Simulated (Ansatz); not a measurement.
The figure comes from a scan of SiC (wurtzite): the cell is scaled evenly about its relaxed volume V₀. Method: r2SCAN (plane waves to 500 eV, PAW, scalar-relativistic; Ansatz, a program for electronic structure). k mesh 13×13×7 (Γ-centred), Fermi-Dirac smearing 0.05 eV. Stress and pressure are positive under compression. SiC was relaxed with its symmetry unable to fall. 

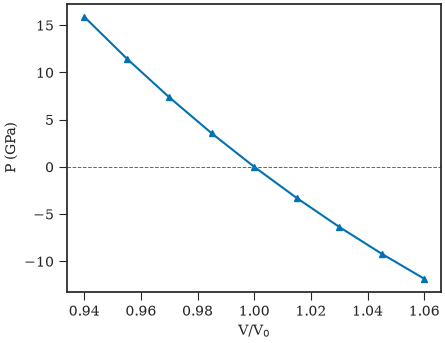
P (GPa) against V/V₀; one marker a computed point.

Problem. Read the plotted values off the figure, to the accuracy that the plot allows.

Solution. To the nearest 0.5:

```csv
V/V₀,P (GPa)
0.940,16.0
0.955,11.5
0.970,7.5
0.985,3.5
1.000,0.0
1.015,-3.5
1.030,-6.5
1.045,-9.0
1.060,-12.0
```

(Under strain, the slope of the energy per volume gives the stress and its curvature an elastic modulus.)
